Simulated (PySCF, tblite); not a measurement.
# C₈H₇ClSi: geometry, infrared bands and NMR shifts

Aim: predict the infrared bands and NMR shifts of C₈H₇ClSi (`Clc1cccc2c1C=C[SiH2]2`).

Programs: tblite 0.8.0 and PySCF 2.14.0, with density-fitted response routines of our own. Each step states its level of theory. These are calculated values for one molecule in the gas phase, unless marked as measured. Atoms count from 0, in the outputs and in this text.

## 1. Starting geometry

17 atoms, charge 0, multiplicity 1; geometry from: force field or distance geometry start.

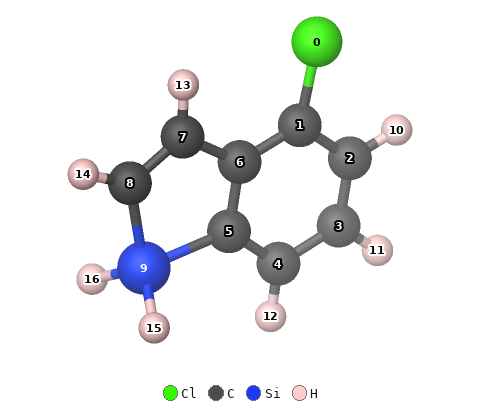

The starting geometry (chlorine green, carbon dark grey, silicon blue, hydrogen pink), atoms numbered; sticks join atoms by distance.

## 2. Geometry optimisation with GFN2-xTB

Job settings and geometry (Å):

```
{"job": {"kind": "relax", "xc": "GFN2-xTB", "basis": "xTB"}, "charge": 0, "multiplicity": 1}
Cl     0.544100     3.290200    -0.379700
C      0.793900     1.601500    -0.215800
C      2.125900     1.121300    -0.204200
C      2.386500    -0.236300    -0.079100
C      1.344700    -1.163400     0.077500
C      0.029900    -0.691800     0.068800
C     -0.253200     0.695200    -0.070200
C     -1.692200     1.012300    -0.038700
C     -2.495500    -0.065500     0.105600
Si    -1.563700    -1.675100     0.245500
H      2.941900     1.819600    -0.317400
H      3.414400    -0.594300    -0.072300
H      1.562100    -2.219300     0.185600
H     -2.054400     2.023100    -0.141000
H     -3.582200    -0.036700     0.147600
H     -1.706900    -2.300800     1.590100
H     -1.802300    -2.568000    -0.912300
```

Run with:

```
$ OMP_NUM_THREADS=1 python probes_run.py task.json out
```

This one command runs all jobs of the session in turn.

Output:

```text
step      E/eV     max force
  0    -733.01097    1.326
  1    -733.06089    0.521
  2    -733.08088    0.428
  3    -733.10021    0.315
  4    -733.10854    0.245
  5    -733.11509    0.196
  6    -733.11909    0.159
  7    -733.12359    0.221
  8    -733.12844    0.218
  9    -733.13196    0.120
 10    -733.13360    0.084
 11    -733.13437    0.067
 12    -733.13493    0.068
 13    -733.13543    0.049
 14    -733.13578    0.037
 15    -733.13597    0.031
 16    -733.13608    0.024
 17    -733.13617    0.021
 18    -733.13625    0.019
 19    -733.13632    0.020
 20    -733.13638    0.017
 21    -733.13643    0.017
 22    -733.13647    0.017
 23    -733.13650    0.014
 24    -733.13653    0.011
 25    -733.13655    0.014
 26    -733.13657    0.015
 27    -733.13658    0.010
```

Run time: 0.27 s. Hardware: 1 thread of Arm Neoverse V1, shared host.

The steps of the relaxation:

| step | energy from step 0 (eV) | largest force (eV/Å) |
| --- | --- | --- |
| 0 | 0.0000 | 1.3264 |
| 1 | -0.0499 | 0.5207 |
| 2 | -0.0699 | 0.4285 |
| 3 | -0.0892 | 0.3147 |
| 4 | -0.0976 | 0.2450 |
| 5 | -0.1041 | 0.1956 |
| 6 | -0.1081 | 0.1594 |
| 7 | -0.1126 | 0.2209 |
| 8 | -0.1175 | 0.2175 |
| 9 | -0.1210 | 0.1202 |
| 10 | -0.1226 | 0.0837 |
| 11 | -0.1234 | 0.0673 |
| 12 | -0.1240 | 0.0681 |
| 13 | -0.1245 | 0.0486 |
| 14 | -0.1248 | 0.0371 |
| 15 | -0.1250 | 0.0313 |
| 16 | -0.1251 | 0.0243 |
| 17 | -0.1252 | 0.0210 |
| 18 | -0.1253 | 0.0187 |
| 19 | -0.1253 | 0.0198 |
| 20 | -0.1254 | 0.0173 |
| 21 | -0.1255 | 0.0171 |
| 22 | -0.1255 | 0.0173 |
| 23 | -0.1255 | 0.0140 |
| 24 | -0.1256 | 0.0108 |
| 25 | -0.1256 | 0.0137 |
| 26 | -0.1256 | 0.0150 |
| 27 | -0.1256 | 0.0100 |

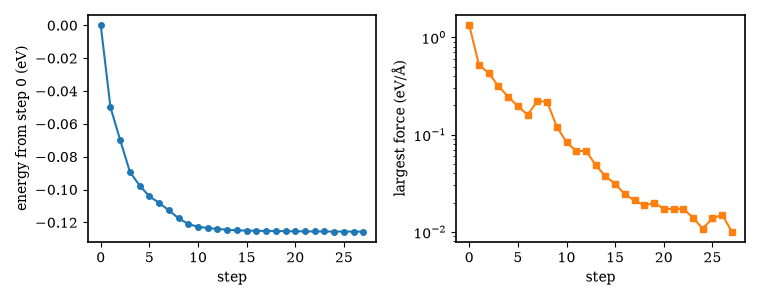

Energy and largest force along the relaxation.

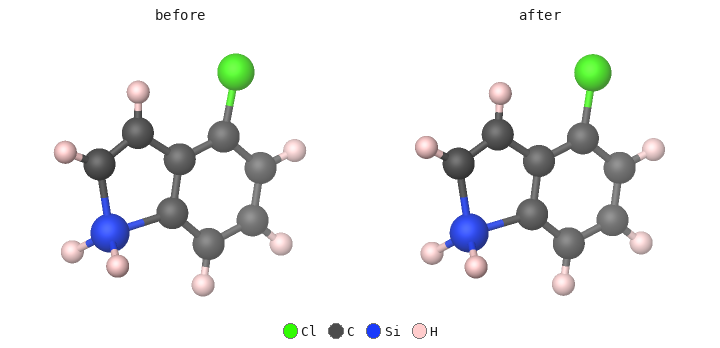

The geometry before (left) and after (right).

Close pairs (by a distance rule), those that changed most:

| bond | before (Å) | after (Å) | change (Å) |
| --- | --- | --- | --- |
| C1–C2 | 1.416 | 1.388 | -0.028 |
| Si9–H15 | 1.490 | 1.464 | -0.026 |
| Cl0–C1 | 1.715 | 1.735 | +0.020 |
| C6–C7 | 1.474 | 1.455 | -0.019 |
| C4–C5 | 1.397 | 1.379 | -0.018 |
| Si9–H16 | 1.481 | 1.464 | -0.018 |
| C8–Si9 | 1.865 | 1.882 | +0.017 |
| C5–C6 | 1.422 | 1.408 | -0.015 |

The next job starts from the end point, and lists it.

## 3. Infrared spectrum with GFN2-xTB

Job settings and geometry (Å):

```
{"job": {"kind": "ir", "xc": "GFN2-xTB", "basis": "xTB"}, "charge": 0, "multiplicity": 1}
Cl     0.475863     3.253224    -0.376672
C      0.793579     1.556660    -0.203483
C      2.111586     1.121477    -0.208777
C      2.389177    -0.226112    -0.071721
C      1.355790    -1.143774     0.070986
C      0.044928    -0.716855     0.076573
C     -0.249657     0.652502    -0.061809
C     -1.667972     0.977657    -0.040898
C     -2.514845    -0.047965     0.105880
Si    -1.577704    -1.674417     0.246787
H      2.910396     1.838593    -0.319756
H      3.415848    -0.560580    -0.076281
H      1.579620    -2.195222     0.177705
H     -1.972652     2.009126    -0.141786
H     -3.581867     0.097848     0.132565
H     -1.711320    -2.333266     1.546929
H     -1.807769    -2.596865    -0.866153
```

Output:

```text
mode    cm-1     km/mol
  1      92.5      0.04
  2     157.9      1.06
  3     186.5      0.49
  4     196.4      0.03
  5     307.7      0.01
  6     351.0      0.53
  7     365.1      1.42
  8     432.9     12.72
  9     442.4     17.15
 10     464.8     13.29
 11     528.0     39.28
 12     529.5      2.85
 13     539.4     44.12
 14     602.8     67.71
 15     649.4     66.08
 16     660.5      0.75
 17     753.4    195.63
 18     757.3     70.56
 19     779.4     12.93
 20     801.9     47.05
 21     802.0     51.73
 22     836.5     20.16
 23     895.8      0.56
 24     912.4      1.13
 25     919.5      0.12
 26    1058.9     37.55
 27    1110.4     12.76
 28    1117.0     13.41
 29    1175.0      1.68
 30    1199.1      5.29
 31    1232.3     13.21
 32    1294.7      2.65
 33    1334.4      1.19
 34    1412.2      0.85
 35    1425.7     21.47
 36    1551.7     13.15
 37    1577.2      2.57
 38    1593.8     23.44
 39    2252.6    443.67
 40    2257.3    200.47
 41    3073.6     30.76
 42    3074.8     11.98
 43    3085.9     48.71
 44    3098.9     36.07
 45    3100.7     30.30
```

Run time: 0.83 s. Hardware: 1 thread of Arm Neoverse V1, shared host.

Which atoms move in the most intense modes:

| cm⁻¹ | km/mol | atoms |
| --- | --- | --- |
| 603 | 67.7 | H16 27 %, H15 27 %, C7 13 % |
| 649 | 66.1 | H15 18 %, H16 18 %, C7 15 %, C3 11 % |
| 753 | 195.6 | H16 31 %, H15 31 % |
| 757 | 70.6 | C8 23 %, Si9 15 %, C2 12 % |
| 802 | 51.7 | C8 13 %, H11 12 % |
| 2253 | 443.7 | H16 53 %, H15 43 % |
| 2257 | 200.5 | H15 54 %, H16 44 % |
| 3086 | 48.7 | H11 53 %, H12 22 %, H10 18 % |

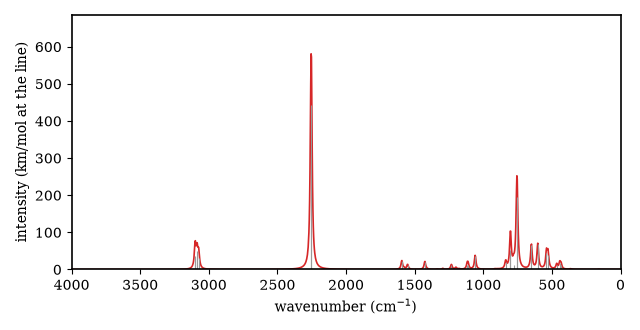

The infrared spectrum from these modes, unscaled. Lines are broadened to a width of 14 cm⁻¹ (Lorentzian).

## 4. Shielding tensors: PBE0/pcSseg-1

Settings changed since step 3:

```diff
@@ -1,2 +1,2 @@
-{"job": {"kind": "ir", "xc": "GFN2-xTB", "basis": "xTB"}, "charge": 0, "multiplicity": 1}
+{"job": {"kind": "nmr", "xc": "PBE0", "basis": "pcSseg-1"}, "charge": 0, "multiplicity": 1}
 Cl     0.475863     3.253224    -0.376672
```

Level: GIAO PBE0/pcSseg-1 NMR shielding, non-relativistic, gas phase.

Output:

```text
coarse grid: 16280 points
cycle   1  E = -1057.9246288064  dE =  1.809e+00  |g| = 4.348e-01  |ddm| = 4.475e+00
cycle   2  E = -1057.8907328748  dE =  3.390e-02  |g| = 5.730e-01  |ddm| = 1.117e+00
cycle   3  E = -1057.9718264001  dE = -8.109e-02  |g| = 1.205e-01  |ddm| = 6.816e-01
cycle   4  E = -1057.9755045855  dE = -3.678e-03  |g| = 4.244e-02  |ddm| = 2.030e-01
cycle   5  E = -1057.9759787213  dE = -4.741e-04  |g| = 1.273e-02  |ddm| = 7.379e-02
cycle   6  E = -1057.9760167174  dE = -3.800e-05  |g| = 2.695e-03  |ddm| = 1.690e-02
cycle   7  E = -1057.9760178942  dE = -1.177e-06  |g| = 1.634e-03  |ddm| = 4.229e-03
final grid: 150944 points
cycle   8  E = -1058.0334584186  dE = -3.673e-05  |g| = 7.549e-03  |ddm| = 6.316e-02
cycle   9  E = -1058.0334508286  dE =  7.590e-06  |g| = 9.097e-03  |ddm| = 1.995e-02
cycle  10  E = -1058.0334727684  dE = -2.194e-05  |g| = 1.543e-03  |ddm| = 1.144e-02
cycle  11  E = -1058.0334733178  dE = -5.494e-07  |g| = 5.382e-04  |ddm| = 2.242e-03
cycle  12  E = -1058.0334733959  dE = -7.812e-08  |g| = 9.401e-05  |ddm| = 8.113e-04
cycle  13  E = -1058.0334733978  dE = -1.887e-09  |g| = 3.450e-05  |ddm| = 1.517e-04
cycle  14  E = -1058.0334733980  dE = -2.569e-10  |g| = 1.307e-05  |ddm| = 4.827e-05
converged SCF energy = -1058.0334733980

GIAO shielding tensors (ppm)
atom      isotropic    diamagn.    paramagn.     s11        s22        s33       span
  0 Cl     739.368    1147.021    -407.653    561.770    669.976    986.358    424.589
  1 C       45.187     251.134    -205.947    -39.665     57.889    117.338    157.003
  2 C       49.999     250.363    -200.364    -48.569     42.172    156.394    204.963
  3 C       53.355     254.935    -201.580    -54.125     43.574    170.615    224.739
  4 C       49.317     251.450    -202.133    -62.219     35.350    174.819    237.037
  5 C       44.401     257.570    -213.169    -42.632      3.190    172.644    215.276
  6 C       34.612     254.282    -219.670    -53.267     13.743    143.360    196.628
  7 C       28.924     248.293    -219.370    -90.237     40.011    136.996    227.233
  8 C       52.388     260.982    -208.595    -54.552     42.718    168.997    223.550
  9 Si     389.247     882.339    -493.092    322.922    392.623    452.196    129.274
 10 H       24.122      30.353      -6.231     19.849     23.580     28.938      9.089
 11 H       24.311      29.729      -5.419     20.905     24.960     27.068      6.163
 12 H       24.035      31.186      -7.150     19.968     24.059     28.080      8.112
 13 H       23.580      31.006      -7.426     19.982     20.826     29.931      9.949
 14 H       25.239      29.165      -3.926     24.226     24.504     26.986      2.760
 15 H       26.786      28.816      -2.030     23.335     24.820     32.204      8.869
 16 H       26.787      28.815      -2.029     23.337     24.819     32.204      8.867
```

It took 44 s on 1 thread of Arm Neoverse V1, shared host; peak memory 1.1 GiB.

Shifts follow as δ = σ(reference) − σ, with reference shieldings (ppm) from runs at the same level and on the same kind of geometry: 1H TMS 31.72, 13C TMS 186.9, 29Si TMS 349.2, 35Cl HCl 950. The references are single molecules in the gas phase. Atoms listed in one row are averaged.

| atoms | environment | σ (ppm) | δ (ppm) | δ scaled to CDCl3 |
| --- | --- | --- | --- | --- |
| C7 | alkene CH | 28.9 | 158.0 | 152.3 |
| C6 | substituted aromatic carbon | 34.6 | 152.3 | 146.7 |
| C5 | substituted aromatic carbon | 44.4 | 142.5 | 137.2 |
| C1 | aromatic carbon bearing chlorine | 45.2 | 141.7 | 136.4 |
| C4 | aromatic CH | 49.3 | 137.6 | 132.4 |
| C2 | aromatic CH | 50.0 | 136.9 | 131.7 |
| C8 | alkene CH | 52.4 | 134.5 | 129.4 |
| C3 | aromatic CH | 53.4 | 133.6 | 128.4 |
| H13 | hydrogen on an alkene CH | 23.58 | 8.14 | 7.78 |
| H12 | hydrogen on an aromatic CH | 24.04 | 7.68 | 7.35 |
| H10 | hydrogen on an aromatic CH | 24.12 | 7.59 | 7.27 |
| H11 | hydrogen on an aromatic CH | 24.31 | 7.41 | 7.09 |
| H14 | hydrogen on an alkene CH | 25.24 | 6.48 | 6.21 |
| H15, H16 | hydrogen on a silicon bonded to 2 C, in a 5-membered ring | 26.79 | 4.93 | – |
| Cl0 | chlorine bonded to C | 739 | 210 | – |
| Si9 | silicon bonded to 2 C, 2 H, in a 5-membered ring | 389.2 | -40.1 | – |

The scaled column applies a straight-line fit of computed shieldings to shifts measured in CDCl3, with any fitted terms for Cl, Br or S neighbours (root-mean-square error 0.16 ppm for H, 1.9 ppm for C).

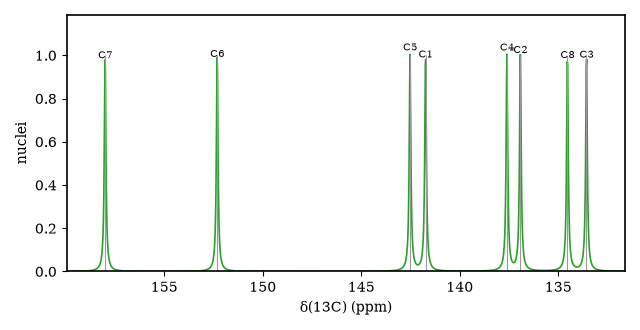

13C lines at the computed shifts, without couplings. Lines are broadened to a width of 0.10 ppm (Lorentzian).

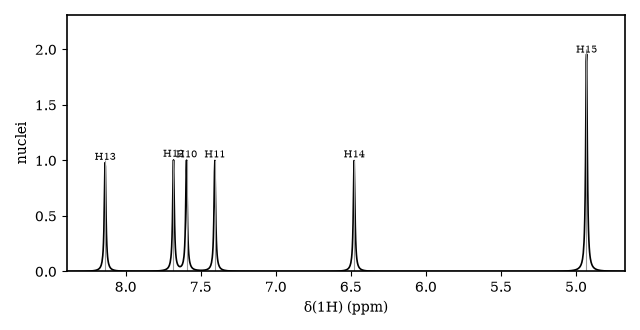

1H lines at the computed shifts, without couplings. Lines are broadened to a width of 0.01 ppm (Lorentzian).

Charges from the same density, by scheme (e):

| atoms | Mulliken | IAO | Hirshfeld | ESP fit |
| --- | --- | --- | --- | --- |
| Cl0 | -0.11 | -0.04 | -0.02 | -0.06 |
| C1 | -0.18 | -0.02 | 0.01 | -0.27 |
| C2 | 0.05 | -0.15 | -0.06 | 0.05 |
| C3 | -0.06 | -0.15 | -0.04 | -0.29 |
| C4 | -0.03 | -0.14 | -0.05 | -0.08 |
| C5 | -0.34 | -0.26 | -0.09 | -0.29 |
| C6 | -0.06 | -0.01 | -0.02 | 0.48 |
| C7 | 0.01 | -0.13 | -0.04 | -0.31 |
| C8 | -0.36 | -0.43 | -0.14 | -0.34 |
| Si9 | 0.76 | 0.75 | 0.34 | 0.44 |

Mulliken charges:

Cl0 -0.11; C1 -0.18; C2 0.05; C3 -0.06; C4 -0.03; C5 -0.34; C6 -0.06; C7 0.01; C8 -0.36; Si9 0.76; H10 0.10; H11 0.10; H12 0.08; H13 0.10; H14 0.11; H15 -0.07; H16 -0.07

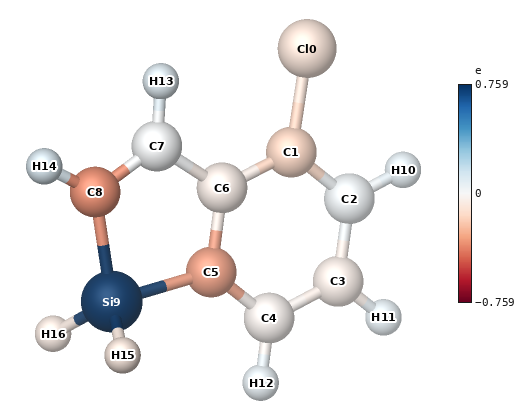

Mulliken charges, as colours on the atoms.

Mayer bond orders: Cl0–C1 1.13, C1–C2 1.37, C2–C3 1.45, C3–C4 1.40, C4–C5 1.47, C5–C6 1.37, C6–C7 1.11, C7–C8 1.82, C8–Si9 0.91, C6–C1 1.26, Si9–C5 0.84.

Ring of atoms C1, C2, C3, C4, C5, C6: NICS(0) -7.5, NICS(1) -10.1, NICS(1)zz -24.1 ppm (means of both faces).

Ring of atoms C5, C6, C7, C8, Si9: NICS(0) 2.7, NICS(1) -0.9, NICS(1)zz 5.2 ppm (means of both faces).

## 5. Summary of results

```
                                                              quantity                                                       value
                             strongest single infrared mode (GFN2-xTB)                                       2253 cm⁻¹, 444 km/mol
                                          zero-point energy (GFN2-xTB)                                               72.9 kcal/mol
                                13C shifts against TMS (PBE0/pcSseg-1)  158.0, 152.3, 142.5, 141.7, 137.6, 136.9, 134.5, 133.6 ppm
1H shifts against TMS (PBE0/pcSseg-1, means over atoms taken as alike)                      8.14, 7.68, 7.59, 7.41, 6.48, 4.93 ppm
                               35Cl shifts against HCl (PBE0/pcSseg-1)                                                     210 ppm
                               29Si shifts against TMS (PBE0/pcSseg-1)                                                   -40.1 ppm
```

Over 27 steps the energy fell by 0.126 eV; of the close pairs, C1–C2 changed most, 1.416 to 1.388 Å. No mode is imaginary among the 45: a minimum at this level. The strongest single mode, at 2253 cm⁻¹, moves mainly H16 and H15. GFN2-xTB is a fitted tight-binding method: band positions and strengths are rough. Its intensities can rank the bands wrongly. At PBE0/pcSseg-1: Shielding is most anisotropic at Cl0 (span 425 ppm, paramagnetic term -408 ppm). NICS(1)zz of -24 ppm above the planar ring from C1 marks a diatropic (aromatic) ring current.
